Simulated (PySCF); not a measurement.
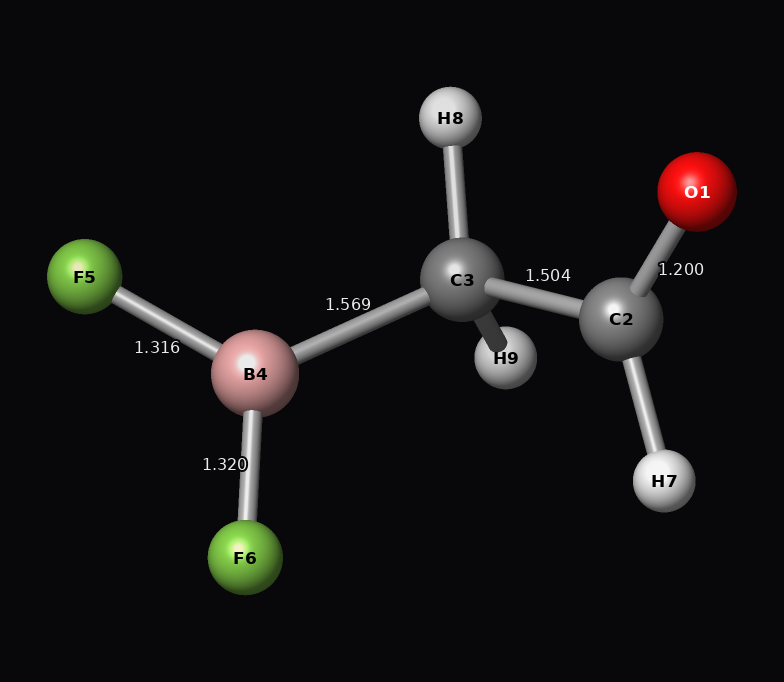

The numbers beside the sticks are distances in Å. Sticks don't show bond order. Computed geometry: PBE0-D3(BJ)/def2-SVP optimisation. No frequency run is at hand to confirm it as a minimum.

**Assign a bond order to each marked bond.**

O1–C2 double; C2–C3 single; C3–B4 single; B4–F5 single; B4–F6 single.

**Write the SMILES.**

O=CCB(F)F
